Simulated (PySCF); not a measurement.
```yaml
atoms:
  - { symbol: Cl, position_ang: [0.6454, -0.0058, -0.0056] }
  - { symbol: H, position_ang: [-0.6397, 0.0084, -0.0227] }
```

Geometry: PBE0-D3(BJ)/def2-SVP.

Theory: DFT single point, gas phase, functional PBE0 (PySCF).

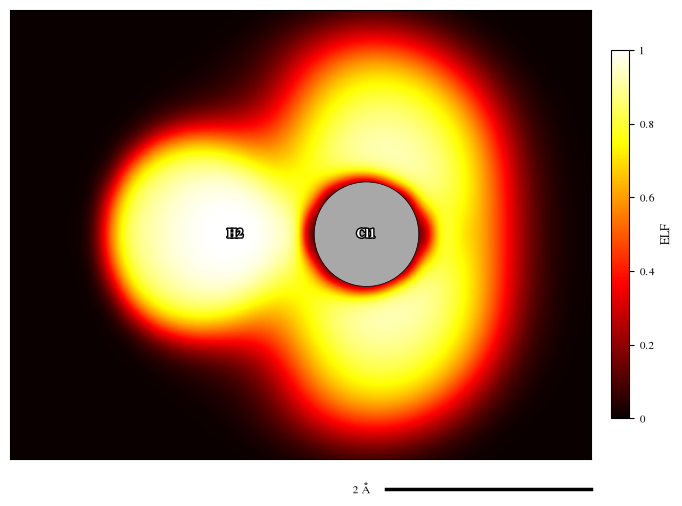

HCl (SMILES Cl). ELF on a plane that holds the molecular axis. Grey discs cover the atomic cores.

What does the map show?

The section cuts through Cl and H sites.
Cl–H (1.29 Å): the ELF climbs to about 1 towards the hydrogen, as it does in any bond to H.
The ELF also peaks beside Cl1, away from the bonds: lone-pair regions.
